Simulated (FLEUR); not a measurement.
# How the smearing moves the magnetism of MnO (Manganosite), part 4 of 4

Two starts of MnO (Manganosite) are run at each rung of the smearing. Which rung is enough?

FLEUR MaX-R8.1; PBE; all-electron FLAPW, Dirac cores, scalar-relativistic bands.

So far, largest spin moment in the muffin-tin sphere (μB): step 2 (rung 1 (width 0.5 eV), start ferro +) 3.94; step 7 (rung 3 (width 0.12 eV), start antiferro q=(0,1/2,1/2) +-) 4.48; step 8 (rung 4 (width 0.05 eV), start ferro +) 4.47; step 9 (rung 4 (width 0.05 eV), start antiferro q=(0,1/2,1/2) +-) 4.50; step 10 (rung 5 (width 0.02 eV), start ferro +) 4.50.

## 11. Rung 5 (width 0.02 eV), start antiferro q=(0,1/2,1/2) +-

The k list default-1 (kpts.xml, not shown) is a Γ-centred 8×4×8 mesh.

Contents of inp.xml:

```
<?xml version="1.0" encoding="UTF-8" standalone="no"?>
<fleurInput fleurInputVersion="0.39">
   <comment>
      MnO
   </comment>
   <calculationSetup>
      <cutoffs Kmax="4.05" Gmax="12.1" GmaxXC="12.1" numbands="0"/>
      <scfLoop itmax="90" minDistance="0.00002" maxIterBroyd="15" imix="Anderson" alpha="0.05" precondParam="0.0" spinf="2.0" sdNocoIR="T"/>
      <coreElectrons ctail="T" frcor="F" kcrel="0" coretail_lmax="0"/>
      <xcFunctional name="pbe" relativisticCorrections="F"/>
      <magnetism jspins="2"/>
      <soc l_soc="F" theta="0.0" phi="0.0" spav="F"/>
      <expertModes spex="0" secvar="F"/>
      <geometryOptimization l_f="F" forcealpha="1.0" forcemix="BFGS" epsdisp="0.00001" epsforce="0.00001"/>
      <ldaU l_linMix="F" mixParam="0.05" spinf="1.0"/>
   </calculationSetup>
   <cell>
      <bzIntegration valenceElectrons="42.0" mode="hist" fermiSmearingEnergy="0.00073499">
         <kPointListSelection listName="default-1"/>
         <xi:include xmlns:xi="http://www.w3.org/2001/XInclude" href="kpts.xml"> </xi:include>
      </bzIntegration>
      <xi:include xmlns:xi="http://www.w3.org/2001/XInclude" href="sym.xml"> </xi:include>
      <bulkLattice scale="1.0">
         <bravaisMatrix>
            <row-1>    0.0000000000000000     4.2008611749857998     4.2008611749857998</row-1>
            <row-2>    8.4017223499715996     0.0000000000000000     8.4017223499715996</row-2>
            <row-3>    8.4017223499715996     4.2008611749857998     4.2008611749857998</row-3>
         </bravaisMatrix>
      </bulkLattice>
   </cell>
   <atomSpecies>
      <species name="Manganese 4.500" element="Mn" atomicNumber="25">
         <mtSphere radius="2.62" gridPoints="867" logIncrement="0.014"/>
         <atomicCutoffs lmax="10" lnonsphr="8"/>
         <electronConfig flipSpins="F">
            <coreConfig>(1s1/2) (2s1/2) (2p1/2) (2p3/2)</coreConfig>
            <valenceConfig>(3s1/2) (3p1/2) (3p3/2) (4s1/2) (3d3/2) (3d5/2)</valenceConfig>
            <stateOccupation state="(3d3/2)" spinUp="1.75" spinDown="0.25"/>
            <stateOccupation state="(3d5/2)" spinUp="3.0" spinDown="0.0"/>
         </electronConfig>
         <energyParameters s="4" p="4" d="3" f="4"/>
         <lo type="SCLO" l="0" n="3" eDeriv="0"/>
         <lo type="SCLO" l="1" n="3" eDeriv="0"/>
      </species>
      <species name="Manganese -4.500" element="Mn" atomicNumber="25">
         <mtSphere radius="2.62" gridPoints="867" logIncrement="0.014"/>
         <atomicCutoffs lmax="10" lnonsphr="8"/>
         <electronConfig flipSpins="F">
            <coreConfig>(1s1/2) (2s1/2) (2p1/2) (2p3/2)</coreConfig>
            <valenceConfig>(3s1/2) (3p1/2) (3p3/2) (4s1/2) (3d3/2) (3d5/2)</valenceConfig>
            <stateOccupation state="(3d3/2)" spinUp="0.25" spinDown="1.75"/>
            <stateOccupation state="(3d5/2)" spinUp="0.0" spinDown="3.0"/>
         </electronConfig>
         <energyParameters s="4" p="4" d="3" f="4"/>
         <lo type="SCLO" l="0" n="3" eDeriv="0"/>
         <lo type="SCLO" l="1" n="3" eDeriv="0"/>
      </species>
      <species name="Oxygen (O)" element="O" atomicNumber="8">
         <mtSphere radius="1.48" gridPoints="489" logIncrement="0.022"/>
         <atomicCutoffs lmax="6" lnonsphr="4"/>
         <electronConfig flipSpins="F">
            <coreConfig>(1s1/2)</coreConfig>
            <valenceConfig>(2s1/2) (2p1/2) (2p3/2)</valenceConfig>
            <stateOccupation state="(2p1/2)" spinUp="0.666667" spinDown="0.666667"/>
            <stateOccupation state="(2p3/2)" spinUp="1.333333" spinDown="1.333333"/>
         </electronConfig>
         <energyParameters s="2" p="2" d="3" f="4"/>
      </species>
   </atomSpecies>
   <atomGroups>
      <atomGroup species="Manganese 4.500">
         <relPos label="                   1">.0000000000 .0000000000 .0000000000</relPos>
         <force calculate="T" relaxXYZ="TTT"/>
      </atomGroup>
      <atomGroup species="Manganese -4.500">
         <relPos label="                   2">.0000000000 1.000/2.000 .0000000000</relPos>
         <force calculate="T" relaxXYZ="TTT"/>
      </atomGroup>
      <atomGroup species="Oxygen (O)">
         <relPos label="                   3">1.000/2.000 .0000000000 1.000/2.000</relPos>
         <force calculate="T" relaxXYZ="TTT"/>
      </atomGroup>
      <atomGroup species="Oxygen (O)">
         <relPos label="                   4">1.000/2.000 1.000/2.000 1.000/2.000</relPos>
         <force calculate="T" relaxXYZ="TTT"/>
      </atomGroup>
   </atomGroups>
   <output dos="F" band="F" slice="F">
      <bandDOS minEnergy="-.5*Htr" maxEnergy="0.5*Htr" sigma="0.015" storeEVData="T"/>
      <plotting iplot="0" polar="F">
         <plot TwoD="T" vec1="  1.0  0.0  0.0" vec2="  0.0  1.0  0.0" vec3="  0.0  0.0  1.0" zero="  0.0  0.0  0.0" file="plot"/>
      </plotting>
      <moessbauerParams electricFieldGradient="F" isomerShift="F" coreHyperfine="F" valenceHyperfine="F"/>
   </output>
</fleurInput>
```

Contents of crystal.txt:

```
MnO
&input film=F cartesian=F /
0.00000000000  2.22300000000  2.22300000000
4.44600000000  0.00000000000  4.44600000000
4.44600000000  2.22300000000  2.22300000000
1.8897261246
1.0 1.0 1.0

4
25 0.00000000000  0.00000000000  0.00000000000 : 4.500
25 0.00000000000  0.50000000000  0.00000000000 : -4.500
8 0.50000000000  0.00000000000  0.50000000000
8 0.50000000000  0.50000000000  0.50000000000

&kpt div1=8 div2=4 div3=8 gamma=T /
```

On the command line:

```
$ OMP_NUM_THREADS=1 inpgen -f crystal.txt > inpgen.log  # inp.xml is then edited as shown
$ OMP_NUM_THREADS=1 mpirun -n 4 fleur_MPI > fleur.log
```

The log of the run:

```text
[banner, memory and clock lines left out]
Welcome to FLEUR        (www.flapw.de)
      MaX-Release 8.1          (www.max-centre.eu)

 ========== k-point set info ==========
 Selected k-point list: default-1
 k-point list type: mesh
 0 x 0 x 0
 Number of k points: 80

 [... set-up left out ...]
 Iteration:     1   Distance:      21.55639924 me/bohr^3
 Iteration:     2   Distance:      18.18968571 me/bohr^3
 Iteration:     3   Distance:       8.63596151 me/bohr^3
 Iteration:     4   Distance:       7.59487781 me/bohr^3
 Iteration:     5   Distance:       3.60888469 me/bohr^3
[...]
<sumOfEigenvalues value="    -1419.1564143044">
               <coreElectrons value="-1393.8898782429"/>
               <valenceElectrons value="-25.2665360614"/>
            </sumOfEigenvalues>
         [... left out ...]
            <freeEnergy value="-2467.8395121906"/>
            <extrapolationTo0K value="-2467.8394797220"/>
         </totalEnergy>
         <densityConvergence units="me/bohr^3">
            <chargeDensity spin="1" distance="0.0000090275"/>
            <chargeDensity spin="2" distance="0.0000081155"/>
            <overallChargeDensity distance="0.0000088960"/>
            <spinDensity distance="0.0000146825"/>
         </densityConvergence>
      </iteration>
```

Run time: 54 s. Hardware: 4 MPI ranks of Intel Xeon 6975P-C (Granite Rapids), shared host; peak memory 0.45 GiB; 3.6 min of CPU time.

This step gave:

- free energy: -67153.3342 eV
- program's band gap on this mesh (in a metal only a level spacing): 5.92e-6 eV
- magnetization: 0 μB
- final state: antiferromagnetic
- largest moment: 4.517 μB

This start lies -80.4 meV a seeded atom from the first, a change of -0.8 meV since rung 4; its largest moment is 4.52 μB.

## 12. Side by side

Ladder, by row:

```csv
rung,smearing (eV),state from the first start,state from the second start,second less first (meV a seeded atom),"moment, first (μB)","moment, second (μB)","CPU time (s), all starts"
1,0.5,ferromagnetic,antiferromagnetic,-17.89,3.942,3.978,276.4
2,0.25,ferromagnetic,antiferromagnetic,-48.77,4.354,4.404,238.9
3,0.12,ferromagnetic,antiferromagnetic,-71.74,4.437,4.48,246.8
4,0.05,ferromagnetic,antiferromagnetic,-79.6,4.475,4.504,246.5
5,0.02,ferromagnetic,antiferromagnetic,-80.44,4.497,4.517,255.4
```

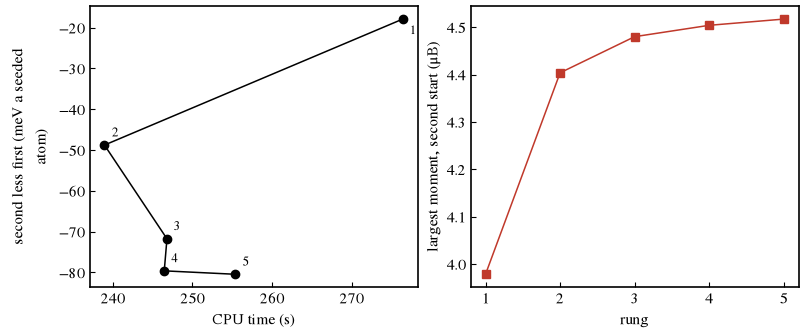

Result against cost, rungs numbered as in the table, and the moment by rung.

## 13. What came out

```
range of the moment in the table, second start                                    : 3.98 to 4.52 μB
range of CPU time                                                                 : 4 min to 4.6 min
range of the energy difference                                                    : -80.4 to -17.9 meV a seeded atom
first rung from which all stay within 4.0 meV of the last, moments within 0.06 μB : 4
```

In words: From rung 4 on the result stays within 0.84 meV of the last rung, inside the margin of 4.0 meV (5 % of the last value, 2 meV at least; moments within 0.06 μB), at 97 % of the last rung's cost. The second start ends lower on every rung, so the sign of the difference is steady; whether functional and cell give the true order is another matter. The mesh stays the same, and a narrow smearing needs a finer one, so the last rung is no sure reference. Differences are of free energies, so a wide smearing enters them.

[Logs and program files are shortened in this print: banners, set-up blocks, solver, clock and traceback lines can be left out without a mark of their own.]

[Logs are printed without paths, hosts, clocks, repeated set-up lines and the standing remarks that a program may print on its own settings, such as how far it seeks lower states.]

[Hosts, paths, dates, database ids (printed as entryN), source tags and the programs' standing remarks are cut or masked in the printed files.]

[Where a cell is said to come from a database of computed structures, the database is the Materials Project.]
